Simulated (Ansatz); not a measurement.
System: C₃H₆O₂Si.

The calculation's input:

```
crystal:
  periodic: [false, false, false]
  atoms:
    - {symbol: Si, position_ang: [-0.765644, 0.526939, 1.778735]}
    - {symbol: C, position_ang: [0.270368, 0.418156, 0.184102]}
    - {symbol: O, position_ang: [-0.559679, 0.527330, -0.969910]}
    - {symbol: C, position_ang: [0.051213, -0.305148, -1.881754]}
    - {symbol: C, position_ang: [0.910522, -1.104433, -1.268804]}
    - {symbol: O, position_ang: [0.919293, -0.847355, 0.084557]}
    - {symbol: H, position_ang: [-1.770580, -0.562271, 1.774274]}
    - {symbol: H, position_ang: [0.146099, 0.393644, 2.942646]}
    - {symbol: H, position_ang: [-1.431348, 1.853216, 1.816981]}
    - {symbol: H, position_ang: [1.049971, 1.200994, 0.111338]}
    - {symbol: H, position_ang: [-0.267633, -0.244713, -2.908091]}
    - {symbol: H, position_ang: [1.524521, -1.911458, -1.629973]}
basis:
  gaussian: {orbitals: def2-TZVPP}
hamiltonian: {xc: pbe0, dispersion: d4}
output: {orbitals: {seedname: orbitals}}
```

Command:

```sh
ansatz run in.yaml --threads 4 --pin off --events-out ev --progress --plain --max-ram 10444MiB
```

Geometry: PBE0-D4/def2-TZVP.

Theory: RKS PBE0-D4/def2-TZVPP in Ansatz.

> What will maps of the electron density and electron localisation function show?

C–C (1.32 Å): ρ at the midpoint is about 2.5 e/Å³; the ELF peaks at about 0.95 between the atoms; a short, multiple covalent bond.
C–O (1.38 Å): ρ at the midpoint is about 2.2 e/Å³, with its minimum of 1.9 e/Å³ about 0.5 Å from C; the ELF peaks at about 0.85 between the atoms; a polar covalent bond.
C–H (1.08 Å): the density is about 2.2 e/Å³ at the midpoint; the ELF climbs to about 1 towards the hydrogen, as it does in any bond to H: an ordinary covalent bond to hydrogen.

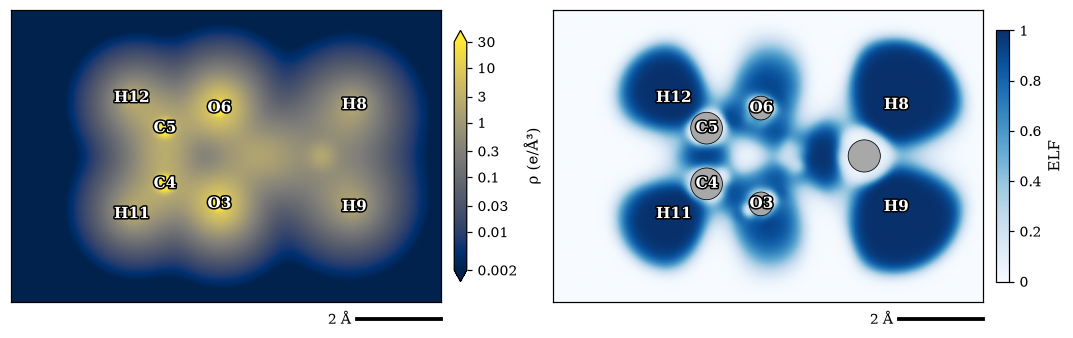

Computed electron density and electron localisation function on the plane of atoms O3, C4 and C5, in this order. Grey discs cover the atomic cores in the ELF map. 
